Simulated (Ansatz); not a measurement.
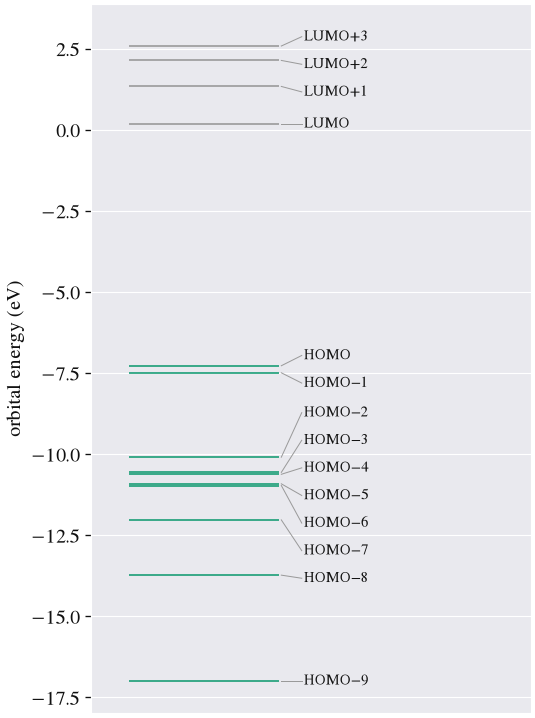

Kohn-Sham orbital energies near the frontier, r2SCAN0/def2-TZVPP with the Ansatz code 0.2.0, at a PBE0-D4/def2-TZVP geometry (a minimum by its frequencies), isolated molecule; empty levels in grey, levels within 0.03 eV side by side.

### Which molecule has this level scheme?
A. CH₃F₃Ti, SMILES [CH3][Ti]([F])([F])[F], singlet
B. ZrH₃S₃F, SMILES [F][Zr]([SH])([SH])[SH], singlet
C. C₂H₉GaO, SMILES [CH3][GaH-]([CH3])[OH2+], singlet

Option C. HOMO −7.28 eV, LUMO 0.18 eV, separation 7.46 eV.

Note: no scalar relativity up to krypton; empty levels above zero depend strongly on the basis.
